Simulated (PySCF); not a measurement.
**C₅H₇F₃: density, localisation and related maps**

The calculation's input:

```
{"job": {"kind": "uv", "xc": "wB97X-D", "basis": "def2-SVPD", "nstates": 8, "ntriplets": 3}, "charge": 0, "multiplicity": 1}
F      0.825051    -1.355264    -1.460669
C      0.527059    -1.145237    -0.137749
C     -0.963487    -0.872447     0.023384
C     -1.096227     0.591229    -0.403452
C      0.134495     1.273716     0.203885
C      1.188616     0.169278     0.335174
F      2.325858     0.442337    -0.343929
F      1.583346     0.020952     1.635591
H      0.906071    -2.009580     0.415844
H     -1.237899    -1.002072     1.070219
H     -1.554821    -1.546701    -0.592368
H     -2.025788     1.040592    -0.061264
H     -1.057179     0.653785    -1.491215
H     -0.076451     1.663953     1.199483
H      0.516941     2.083446    -0.414846
```

Run with:

```sh
OMP_NUM_THREADS=1 python probes_run.py task.json out
```

Geometry: GFN2-xTB.

Computed with wB97X-D/def2-SVPD, SCF density, gas phase in PySCF.

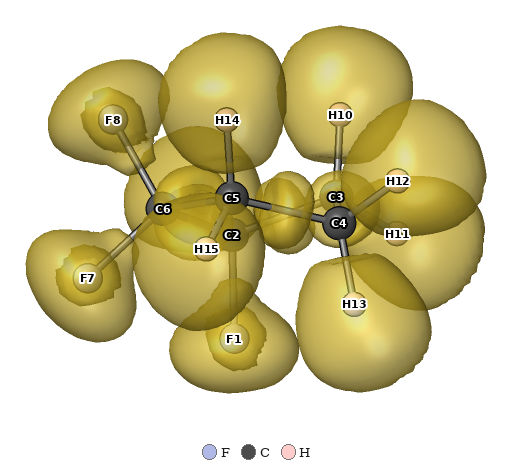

Figure 1. Isosurface of the ELF at 0.75 (yellow), seen from one side. Core shells and regions of very low density are left out.

Q: Where are the electrons localised?

A: At this value the surface marks out five regions between bonded C–C atoms (shared pairs), seven regions around hydrogen nuclei and three regions on F in which the atom's valence shell and bonds are merged.


C–F (1.35 Å): the ELF peaks at about 0.85 between the atoms, as expected for a shared but strongly polarised pair. C–C (1.52 Å): the ELF peaks at about 0.95 between the atoms, as expected for a covalent bond.

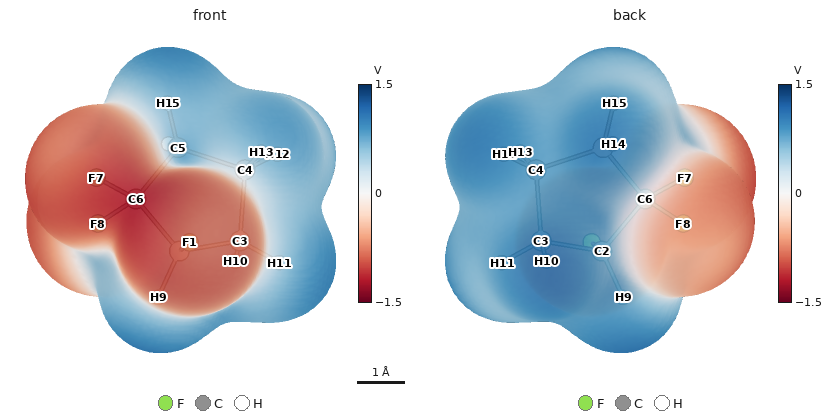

Figure 2. The electrostatic potential painted on the density surface at 0.002 e/bohr³, seen from the front and from behind; red is negative and blue positive.

Q: Which sites attract a positive test charge, and which a negative one?

A: A positive charge is drawn to the negative regions and a negative charge to the positive ones. The most negative region (about −1.2 V, or −28 kcal/mol for a unit charge) lies over F1 and F7, the most positive (about +1.1 V, or +25 kcal/mol for a unit charge) over H9 and H10.

Q: What dipole moment does the calculation give?

A: Its dipole moment is 3.06 D.

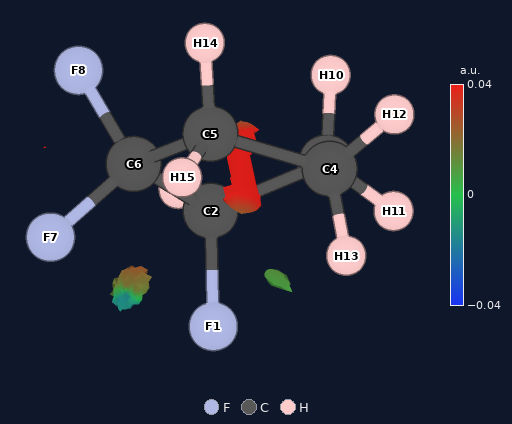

Figure 3. Non-covalent interaction (NCI) plot: the surface where the reduced density gradient is 0.6, for densities under 0.05 a.u., coloured by sign(λ₂)ρ; seen from one side.

Q: What holds or crowds the atoms apart from the covalent bonds?

A:
- Between F1 and C2 on one side and F7 and C6 on the other: a weak contact (green)
- Inside the ring or cage of C2, C3, C4, C5 and C6: steric crowding (red)
